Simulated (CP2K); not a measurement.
**C3H6SSi (SMILES CC#CS[SiH3]): a first try and a second**

Wanted: energy and forces of C3H6SSi, GFN1-xTB.

The results are computed with CP2K 2026.2.

1 further run of the same task is left out (set aside as unsound or not needed).

## 1. The molecule

The species is C3H6SSi (11 atoms), meant as a singlet with charge 0. SMILES: `CC#CS[SiH3]`. The coordinates come from a GFN2-xTB relaxation.

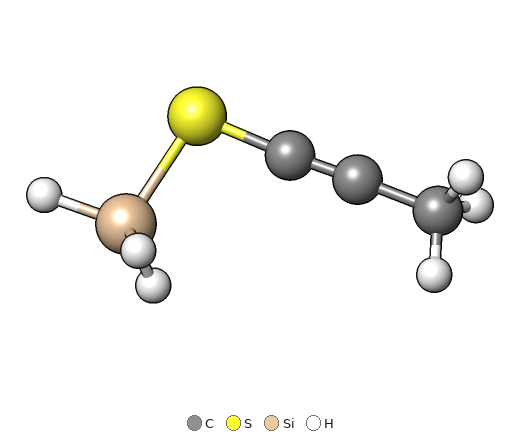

Viewed from a chosen angle; carbon grey, sulfur yellow, silicon light orange, hydrogen white.

## 2. The input as first written

Contents of qs.inp:

```
&GLOBAL
  PROJECT qs
  RUN_TYPE ENERGY_FORCE
  PRINT_LEVEL MEDIUM
&END GLOBAL
&FORCE_EVAL
  METHOD QS
  &DFT
    CHARGE 0
    MULTIPLICITY 1
    &QS
      METHOD XTB
      EPS_DEFAULT 1.0E-10
      &XTB
        GFN_TYPE 1
        CHECK_ATOMIC_CHARGES F
      &END XTB
    &END QS
    &POISSON
      PERIODIC NONE
      POISSON_SOLVER ANALYTIC
    &END POISSON
    &SCF
      SCF_GUESS ATOMIC
      EPS_SCF 1.0E-07
      MAX_SCF 88
      ADDED_MOS 8
      &DIAGONALIZATION
        ALGORITHM STANDARD
      &END DIAGONALIZATION
      &MIXING
        METHOD DIRECT_P_MIXING
        ALPHA 0.4
      &END MIXING
    &END SCF
    &PRINT
      &MOMENTS
        PERIODIC F
        REFERENCE COM
        MAX_MOMENT 1
      &END MOMENTS
      &MO ON
        ENERGIES T
        OCCUPATION_NUMBERS T
        NDIGITS 6
        &EACH
          QS_SCF 0
        &END EACH
        ADD_LAST NUMERIC
      &END MO
      &HIRSHFELD OFF
      &END HIRSHFELD
    &END PRINT
  &END DFT
  &SUBSYS
    &CELL
      ABC [angstrom] 10.4 11.1 14.6
      PERIODIC NONE
    &END CELL
    &COORD
      UNIT bohr
      C     -0.1027633    -1.5400512     4.5835685
      C     -0.0097699    -1.6060404     1.8521017
      C      0.0503990    -1.5995587    -0.4182342
      S      0.1495718    -1.7688592    -3.6127973
      Si     0.0833369     2.2157795    -4.4302172
      H     -1.8019294    -2.4905834     5.2554228
      H     -1.7074431    -2.4905834     5.2554228
      H      1.5485361    -2.4875599     5.3688442
      H     -2.2478859     3.2596075    -3.4009212
      H      2.2903670     3.3730855    -3.2597398
      H      0.1669384     2.2313697    -7.1751956
    &END COORD
    &TOPOLOGY
      &CENTER_COORDINATES
      &END CENTER_COORDINATES
    &END TOPOLOGY
  &END SUBSYS
  &PRINT
    &FORCES ON
    &END FORCES
  &END PRINT
&END FORCE_EVAL
```

Command:

```sh
OMP_NUM_THREADS=1 cp2k.psmp qs.inp > qs.out
```

What it wrote:

```text
CP2K| version string:                                       CP2K version 2026.2
[...]
 GLOBAL| Method name                                                        CP2K
[...]
 GLOBAL| Run type                                                   ENERGY_FORCE
[...]
                             - Atoms:                                         11
[...]
                             - Spherical basis functions:                     42
[...]
 *** WARNING in particle_methods.F:720 :: The distance between the atoms 6 ***
 *** and 7 is only 0.050 angstrom and thus smaller than the threshold of   ***
 *** 0.500 angstrom                                                        ***
[...]
 Number of electrons:                                                         28
[...]
     1 P_Mix/Diag. 0.40E+00    0.0     0.39246318        -2.5455590541 -2.55E+00
[...]
    21 DIIS/Diag.  0.92E-07    0.0     0.00000006        -2.5792640589 -8.08E-14
  *** SCF run converged in    21 steps ***
[...]
 TB_DIPOLE| Moment [Debye]         -1.68747586      -1.01503912       2.69828005
 TB_DIPOLE| Derivative [a.u.]       0.00000000       0.00000000       0.00000000
[...]
 ENERGY| Total FORCE_EVAL ( QS ) energy [hartree]             -2.579264058881401
 FORCES| Atomic forces [hartree/bohr]
 FORCES|   Atom     x               y               z               |f|
 FORCES|      1  1.39848173E-01  8.30761011E-02 -7.02388721E-02   1.77179709E-01
 FORCES|      2 -5.11368195E-03 -3.57549184E-03  3.33454850E-02   3.39242576E-02
 FORCES|      3  1.39066670E-04  7.45742638E-04 -1.19890795E-02   1.20130553E-02
 FORCES|      4  3.64263431E-04  1.77976654E-02 -1.05237722E-02   2.06794429E-02
 FORCES|      5  3.38949587E-04 -2.69842915E-02  7.61012162E-03   2.80389163E-02
 FORCES|      6 -1.43544643E+02 -3.29622484E-02  2.15963872E-02   1.43544648E+02
 FORCES|      7  1.43412982E+02 -4.65980964E-02  3.10464981E-02   1.43412993E+02
 FORCES|      8 -3.70104353E-03 -1.31683153E-03  3.03648218E-03   4.96507729E-03
 FORCES|      9  3.60508459E-03  3.00379501E-03 -2.94267836E-03   5.53884241E-03
 FORCES|     10 -3.65017753E-03  2.66088711E-03 -3.23891013E-03   5.55829605E-03
 FORCES|     11 -1.69444695E-04  4.15276848E-03  2.29833802E-03   4.74937419E-03
 FORCES| Sum     1.36906816E-14  1.88217497E-16  9.54097912E-16
 FORCES| Total atomic force                                       1.37251773E-14
[...]
```

Wall time 1.3 s (1 thread of AMD EPYC 7R43 (Zen 3), shared host); peak memory 0.19 GiB.

## 3. Diagnosis

The program ended normally, but the settings are unsound, so its numbers aren't properties of the molecule.

The fault: two atoms lie on top of or far too near each other. As the program read them, the closest atoms are 0.05 Å apart, against 1.09 Å in the sound input.

## 4. Try two

Contents of mol.inp:

```
&GLOBAL
    PROJECT mol
    RUN_TYPE ENERGY_FORCE
    PRINT_LEVEL MEDIUM
&END

&FORCE_EVAL
    METHOD Quickstep
    &DFT
        CHARGE 0
        MULTIPLICITY 1
        &QS
            METHOD XTB
            EPS_DEFAULT 1.0E-10
            &XTB
                GFN_TYPE 1
                CHECK_ATOMIC_CHARGES F
            &END
        &END
        &POISSON
            PERIODIC NONE
            POISSON_SOLVER ANALYTIC
        &END
        ! SCF settings
        &SCF
            SCF_GUESS ATOMIC
            EPS_SCF 1.0E-07
            MAX_SCF 80
            ADDED_MOS 8
            &DIAGONALIZATION
                ALGORITHM STANDARD
            &END
            &MIXING
                METHOD DIRECT_P_MIXING
                ALPHA 0.4
            &END
            &SMEAR ON
                METHOD FERMI_DIRAC
                ELECTRONIC_TEMPERATURE [K] 300
            &END
        &END
        ! extra output
        &PRINT
            &MOMENTS
                PERIODIC F
                REFERENCE COM
                MAX_MOMENT 1
            &END
            &MO ON
                ENERGIES T
                OCCUPATION_NUMBERS T
                NDIGITS 6
                &EACH
                    QS_SCF 0
                &END
                ADD_LAST NUMERIC
            &END
            &HIRSHFELD OFF
            &END
        &END
    &END
    &SUBSYS
        &CELL
            ABC [angstrom] 10.4 11.1 14.6
            PERIODIC NONE
        &END
        &COORD
            UNIT bohr
            C     -0.1027633    -1.5400512     4.5835685
            C     -0.0097699    -1.6060404     1.8521017
            C      0.0503990    -1.5995587    -0.4182342
            S      0.1495718    -1.7688592    -3.6127973
            Si     0.0833369     2.2157795    -4.4302172
            H     -1.8019294    -2.4905834     5.2554228
            H     -0.1267817     0.4128107     5.2371870
            H      1.5485361    -2.4875599     5.3688442
            H     -2.2478859     3.2596075    -3.4009212
            H      2.2903670     3.3730855    -3.2597398
            H      0.1669384     2.2313697    -7.1751956
        &END
        &TOPOLOGY
            &CENTER_COORDINATES
            &END
        &END
    &END
    &PRINT
        &FORCES ON
        &END
    &END
&END
```

Command:

```sh
OMP_NUM_THREADS=1 cp2k.psmp mol.inp > mol.out
```

What it wrote:

```text
CP2K| version string:                                       CP2K version 2026.2
[...]
 GLOBAL| Method name                                                        CP2K
[...]
 GLOBAL| Run type                                                   ENERGY_FORCE
[...]
                             - Atoms:                                         11
[...]
                             - Spherical basis functions:                     42
[...]
 Number of electrons:                                                         28
[...]
     1 P_Mix/Diag. 0.40E+00    0.0     0.35885259       -15.0934582942 -1.51E+01
[...]
    22 DIIS/Diag.  0.16E-06    0.0     0.00000010       -15.1135392856 -5.33E-15
  *** SCF run converged in    22 steps ***
[...]
  Fermi energy:                                                -0.24900737260723
[...]
 TB_DIPOLE| Moment [Debye]         -0.03469028       0.45454386       0.80031073
 TB_DIPOLE| Derivative [a.u.]       0.00000000       0.00000000       0.00000000
[...]
 ENERGY| Total FORCE_EVAL ( QS ) energy [hartree]            -15.113539285611271
 FORCES| Atomic forces [hartree/bohr]
 FORCES|   Atom     x               y               z               |f|
 FORCES|      1 -5.90246795E-05 -8.27503343E-04  4.23828006E-03   4.31871087E-03
 FORCES|      2 -1.42466551E-04  1.39787459E-03 -2.15160844E-03   2.56977995E-03
 FORCES|      3  1.29921346E-04 -7.68431774E-04 -1.72529076E-03   1.89314425E-03
 FORCES|      4 -8.60658653E-06  1.63197868E-02 -8.95293700E-03   1.86142579E-02
 FORCES|      5  1.77118090E-04 -2.48518433E-02  6.94440660E-03   2.58044622E-02
 FORCES|      6 -1.02402022E-03 -4.93127901E-04  1.72949601E-03   2.06952868E-03
 FORCES|      7 -3.25973143E-05  1.05980776E-03  1.41926198E-03   1.77159804E-03
 FORCES|      8  9.48696919E-04 -4.98098979E-04  1.86434968E-03   2.15033211E-03
 FORCES|      9  3.44299826E-03  2.76946270E-03 -2.81988513E-03   5.24174711E-03
 FORCES|     10 -3.29797375E-03  2.52060494E-03 -3.00209420E-03   5.12275802E-03
 FORCES|     11 -1.34045508E-04  3.37146851E-03  2.45602121E-03   4.17334497E-03
 FORCES| Sum     1.46882289E-16  1.22731686E-16 -3.59521440E-16
 FORCES| Total atomic force                                       4.07299816E-16
[...]
```

It took 1.3 s on 1 thread of AMD EPYC 7R43 (Zen 3), shared host; peak memory 0.19 GiB.

## 5. Outcome

Level: GFN1-xTB.

| quantity | value |
| --- | --- |
| total energy | -15.11354 Eh |
| dipole moment (from atomic charges alone) | 0.92 D |
| HOMO energy | -11.07 eV |
| LUMO energy | -5.88 eV |
| HOMO–LUMO gap | 5.19 eV |
| dispersion energy | -10.52 kJ/mol |
| largest force on an atom | 1.327 eV/Å |

In words: The first attempt's energy was +341.075 eV off this one. The dipole comes from point charges on the atoms alone, without atomic dipoles, so it is partial. The largest force is 1.33 eV/Å: the shape isn't a stationary point for this species at this level.
